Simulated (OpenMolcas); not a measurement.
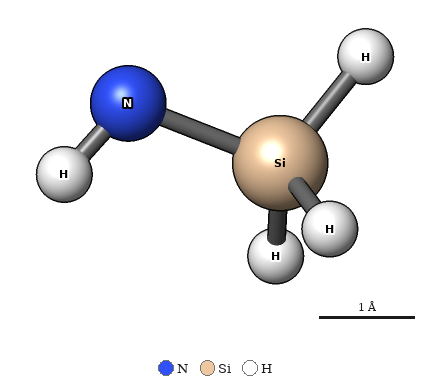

*The input geometry (ball-and-stick view, seen at a tilt).*

## SiNH4: single-point calculation (part 1 of 2)

System: SiNH4, multiplicity 4, SMILES [NH][SiH3].
Method: PBE/def2-TZVP, UKS (OpenMolcas 26.06).

The geometry is that of the parent species in another charge or spin state. The geometry comes from this level: PBE0-D4/def2-TZVP.

Input:
```
* H4NSi Kohn-Sham DFT

&GATEWAY
  BASLIB
  $CurrDir
  COORD
  6
  bohr
  N      1.11890684    -1.57829926     1.71870591
  Si    -0.38493721     0.65686880    -0.20786987
  H      1.74383927    -3.10047365     0.70430093
  H     -2.47667506    -0.53346968    -1.67335248
  H      1.49193878     1.72305228    -2.01992825
  H     -1.41370411     2.71137904     1.39121637
  BASIS
  def2-TZVP
  GROUP
  NoSym

&SEWARD
  GRIDINPUT
  Grid=UltraFine
  End of Grid

&SCF
  UHF
  SPIN
  4
  KSDFT
  PBE
  THRESHOLDS
  1e-10 1e-07 1e-07 1e-05
  PRORBITALS
  1 1
```

Run as:
```bash
export MOLCAS_MEM=1860
pymolcas calc.inp > calc.log
```

Log:
```
--- Start Module: gateway ---

                                              &GATEWAY

                       available to each process: 1.9 GB of memory, 1 thread

 Basis Set     1 Label: N.DEF2-TZVP
 Basis set is read from library:.
 basistype.tbl is not found

 Basis Set     2 Label: SI.DEF2-TZVP
 Basis set is read from library:.
 basistype.tbl is not found

 Basis Set     3 Label: H.DEF2-TZVP
 Basis set is read from library:.
 basistype.tbl is not found

++    Symmetry information:
      ---------------------

                    Character Table for C1

                             E
                    a        1  x, y, xy, Rz, z, xz, Ry, yz, Rx, I
--

++    Basis set information:
      ----------------------

      Basis set label: N.DEF2-TZVP.........

      Electronic valence basis set:
      ------------------
      Associated Effective Charge   7.000000 au
      Associated Actual Charge      7.000000 au
      Nuclear Model: Point charge

      Shell  nPrim  nBasis  Cartesian Spherical Contaminant
         s      11       5        X
         p       6       3        X
         d       2       2                 X
         f       1       1                 X

      Basis set label: SI.DEF2-TZVP.........

      Electronic valence basis set:
      ------------------
      Associated Effective Charge  14.000000 au
      Associated Actual Charge     14.000000 au
      Nuclear Model: Point charge

      Shell  nPrim  nBasis  Cartesian Spherical Contaminant
         s      14       5        X
         p       9       5        X
         d       3       2                 X
         f       1       1                 X

      Basis set label: H.DEF2-TZVP.........

      Electronic valence basis set:
      ------------------
      Associated Effective Charge   1.000000 au
      Associated Actual Charge      1.000000 au
      Nuclear Model: Point charge

      Shell  nPrim  nBasis  Cartesian Spherical Contaminant
         s       5       3        X
         p       1       1        X
--

++    Molecular structure info:
      -------------------------

                    ************************************************
                    **** Cartesian Coordinates / bohr, angstrom ****
                    ************************************************

     Center  Label                x              y              z                     x              y              z
        1      N1               1.118907      -1.578299       1.718706              0.592100      -0.835200       0.909500
        2      SI2             -0.384937       0.656869      -0.207870             -0.203700       0.347600      -0.110000
        3      H3               1.743839      -3.100474       0.704301              0.922800      -1.640700       0.372700
        4      H4              -2.476675      -0.533470      -1.673352             -1.310600      -0.282300      -0.885500
        5      H5               1.491939       1.723052      -2.019928              0.789500       0.911800      -1.068900
        6      H6              -1.413704       2.711379       1.391216             -0.748100       1.434800       0.736200

                    ***************************************
                    *    InterNuclear Distances / bohr    *
                    ***************************************

               1 N1            2 SI2           3 H3            4 H4            5 H5            6 H6
    1 N1       0.000000
    2 SI2      3.311981        0.000000
    3 H3       1.933022        4.413770        0.000000
    4 H4       5.052320        2.817785        5.482288        0.000000
    5 H5       5.001546        2.818327        5.545384        4.578417        0.000000
    6 H6       4.992265        2.799366        6.649779        4.588086        4.588623        0.000000

                    *******************************************
                    *    InterNuclear Distances / angstrom    *
                    *******************************************

               1 N1            2 SI2           3 H3            4 H4            5 H5            6 H6
    1 N1       0.000000
    2 SI2      1.752625        0.000000
    3 H3       1.022911        2.335667        0.000000
    4 H4       2.673573        1.491108        2.901102        0.000000
    5 H5       2.646704        1.491394        2.934491        2.422794        0.000000
    6 H6       2.641793        1.481361        3.518912        2.427911        2.428195        0.000000

                    **************************************
                    *    Valence Bond Angles / degree    *
                    **************************************
                          Atom centers                 Phi
                      4 H4       2 SI2      5 H5       108.65
                      4 H4       2 SI2      6 H6       109.53
                      5 H5       2 SI2      6 H6       109.53
--

            Nuclear Potential Energy             56.67442518 au

--- Stop Module: gateway /rc=_RC_ALL_IS_WELL_ ---

--- Start Module: seward ---

                                              &SEWARD

                       available to each process: 1.9 GB of memory, 1 thread

               SEWARD will generate:
                  Multipole Moment integrals up to order  2
                  Kinetic Energy integrals
                  Nuclear Attraction integrals (point charge)
                  One-Electron Hamiltonian integrals
                  Velocity integrals
                  Orbital angular momentum around (  0.0921  -0.0634   0.3617 )
                  Velocity quadrupole around (  0.0921  -0.0634   0.3617 )
                  Two-Electron Repulsion integrals

                   Integrals are discarded if absolute value <: 1.00E-14
                   Integral cutoff threshold is set to       <: 1.00E-16

            Nuclear Potential Energy             56.67442518 au

      Basis set specifications :
      Symmetry species         a
      Basis functions           92

--- Stop Module: seward /rc=_RC_ALL_IS_WELL_ ---
--- Module seward spent 2 seconds ---

--- Start Module: scf ---

                                                &SCF

                       available to each process: 1.9 GB of memory, 1 thread

++    Input section:
      --------------

      Header of the integral files:

      Cartesian coordinates in angstrom:
      -----------------------------------------------------
      No.  Label        X            Y            Z
      -----------------------------------------------------
       1   N1         0.59210000  -0.83520000   0.90950000
       2   SI2       -0.20370000   0.34760000  -0.11000000
       3   H3         0.92280000  -1.64070000   0.37270000
       4   H4        -1.31060000  -0.28230000  -0.88550000
       5   H5         0.78950000   0.91180000  -1.06890000
       6   H6        -0.74810000   1.43480000   0.73620000
      -----------------------------------------------------
      Nuclear repulsion energy =   56.67442518
--

++    Orbital specifications:
      -----------------------

      Symmetry species               1
                                     a
      Frozen orbitals                0
      Start temperature = 0.500
      End temperature   = 0.010
      Temperature Factor= 0.460
      Deleted orbitals               0
      Total number of orbitals      92
      Number of basis functions     92
--

      Molecular charge                           0.000

      Numerical integration parameters
      --------------------------------
      Radial quadrature type:                         MHL
      Size of radial grid:                            99
      Lebedev angular grid:                           41
      Angular grid pruned with the crowding factor:  1.00E+10
                                 and fading factor:  1.00E+01
      Screening threshold for integral computation:   1.00E-11
      Radial quadrature accuracy:                     1.00E-25
      Maximum batch size:                             128
      AO values are stored on disk
      The same grid will be used for all iterations.

      DFT functional specifications
      -----------------------------
      Using Libxc version: 6.2.2
      Please cite the following reference:
      S. Lehtola, C. Steigemann, M. J.T. Oliveira, and M. A.L. Marques.,  SoftwareX 7, 1–5 (2018) doi:10.1016/j.softx.2017.11.002

      * Perdew, Burke & Ernzerhof
        - J. P. Perdew, K. Burke, and M. Ernzerhof.,  Phys. Rev. Lett. 77, 3865 (1996) doi:10.1103/PhysRevLett.77.3865
        - J. P. Perdew, K. Burke, and M. Ernzerhof.,  Phys. Rev. Lett. 78, 1396 (1997) doi:10.1103/PhysRevLett.78.1396
      * Perdew, Burke & Ernzerhof
        - J. P. Perdew, K. Burke, and M. Ernzerhof.,  Phys. Rev. Lett. 77, 3865 (1996) doi:10.1103/PhysRevLett.77.3865
        - J. P. Perdew, K. Burke, and M. Ernzerhof.,  Phys. Rev. Lett. 78, 1396 (1997) doi:10.1103/PhysRevLett.78.1396

++    Optimization specifications:
      ----------------------------

      SCF Algorithm: Conventional USCF
      D(i)-D(i-1) density differences are used
      Number of density matrices in core                 5
      Maximum number of NDDO SCF iterations            400
      Maximum number of HF SCF iterations              400
      Threshold for SCF energy change             1.00E-10
      Threshold for density matrix                1.00E-07
      Threshold for Fock matrix                   1.00E-07
      Threshold for linear dependence             1.00E-09
      Threshold at which DIIS is turned on        1.50E-01
      Maximum depth in the DIIS procedure                5
      Maximum depth in the BFGS Hessian update          30
      Threshold at which QNR/C2DIIS is turned on  7.50E-02
      Threshold for Norm(delta) (QNR/C2DIIS)      1.00E-05
      All orbitals punched on: UHFORB
--

      Input vectors read from INPORB
      Orbital file label: *Guess orbitals

++ Convergence information
                               UHF PBE        iterations: Energy and convergence statistics

Iter     Tot. PBE        One-elec.       Two-elec.     Energy      Max Dij or  Max Fij      DNorm      TNorm      AccCon     Time
         Energy          Energy          Energy        Change      Delta Norm                                                in Sec.
   1  -344.044542892  -615.636569622   214.917601546   0.00E+00    1.96E-01*   3.18E+00*    6.37E+00   1.41E+02   None         2.
   2  -343.681547716  -609.277461378   208.921488479   3.63E-01*   1.98E-01*   9.19E-03*    2.58E+01   1.39E+02   EDIIS        2.
   3  -345.570372066  -617.695206656   215.450409407  -1.89E+00*   1.58E-01*   6.21E-02*    6.20E+00   1.41E+02   EDIIS        2.
   4  -345.965474282  -616.568919757   213.929020292  -3.95E-01*   4.85E-01*   1.59E-01*    3.06E+00   1.41E+02   EDIIS        2.
   5  -344.879759077  -622.810524779   221.256340519   1.09E+00*   2.12E-01*   6.33E-02*    4.86E+00   1.44E+02   EDIIS        2.
   6  -346.117690938  -619.614980292   216.822864171  -1.24E+00*   5.19E-01*   7.93E-02*    4.20E+00   1.42E+02   EDIIS        2.
   7  -345.926423597  -615.557222273   212.956373493   1.91E-01*   2.61E-01*   6.00E-02*    4.77E+00   1.40E+02   EDIIS        2.
   8  -346.152401070  -617.262350972   214.435524719  -2.26E-01*   5.79E-01*   3.44E-02*    1.57E+00   1.41E+02   EDIIS        2.
   9  -346.101974960  -619.221393778   216.444993636   5.04E-02*   8.80E-02*   1.43E-02*    1.44E+00   1.42E+02   EDIIS        2.
  10  -346.165713474  -618.754303708   215.914165052  -6.37E-02*   8.87E-02*   9.63E-03*    6.89E-01   1.42E+02   EDIIS        2.
  11  -346.166932234  -617.818758070   214.977400652  -1.22E-03*   1.83E-01*   6.99E-03*    7.48E-01   1.41E+02   EDIIS        2.

       Fermi aufbau procedure completed!
      nOcc(alpha)=   14
      nOcc(beta) =   11
```
